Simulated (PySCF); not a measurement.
Coordinates of C₄H₇FS₂, SMILES FCC1SCCS1 (Å):

```xyz
14

F      2.8229     1.0287     0.6448
C      1.9427     0.3244    -0.1303
C      0.8597    -0.3060     0.7327
S     -0.3809     0.8939     1.2990
C     -1.4241     0.6725    -0.1768
C     -1.6172    -0.8156    -0.3533
S      0.0179    -1.6273    -0.2294
H      2.5152    -0.4551    -0.6450
H      1.5231     1.0248    -0.8597
H      1.3104    -0.7540     1.6196
H     -2.3654     1.1853     0.0105
H     -0.9253     1.1206    -1.0370
H     -2.2520    -1.2255     0.4326
H     -2.0278    -1.0671    -1.3299
```

GIAO shifts, PBE0/pcSseg-1, PySCF, at a GFN2-xTB geometry (no frequency check), against CS₂ for ³³S, CFCl₃ for ¹⁹F and TMS for ¹³C computed at the same level (¹⁹F: this reference is a hard case for the method, so all values can be off together by tens of ppm, and differences between signals are safer). Gas phase, fully decoupled, line heights follow the number of nuclei, widths are arbitrary (no quadrupolar broadening); values of one conformer, averaged over nuclei that symmetry, rotation about single bonds or ring flips exchange, these motions taken as fast; other conformers aren't averaged in.

> How many ³³S lines appear, and where?

1 signal.


| δ (ppm) | nuclei | atoms |
| --- | --- | --- |
| 74.5 | 2 | S4, S7 |

> Which ¹⁹F signals does it give?

1 signal.


| δ (ppm) | nuclei | atoms |
| --- | --- | --- |
| −214.9 | 1 | F1 |

> How many ¹³C lines appear, and where?

3 signals.


```tsv
δ (ppm)	nuclei	atoms
89.5	1	C2
61.3	1	C3
42.6	2	C5, C6
```

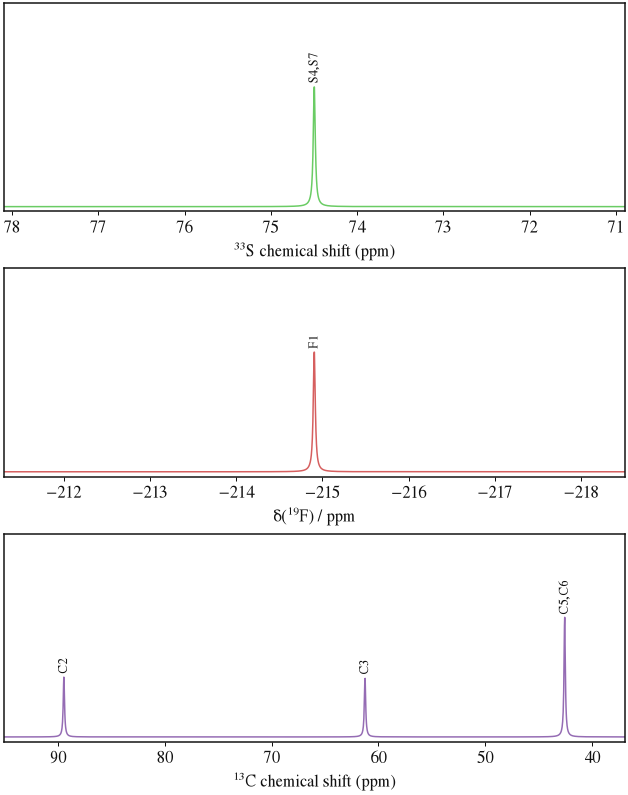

Caveats: the tight-binding geometry is rougher than a DFT one and adds to the error.
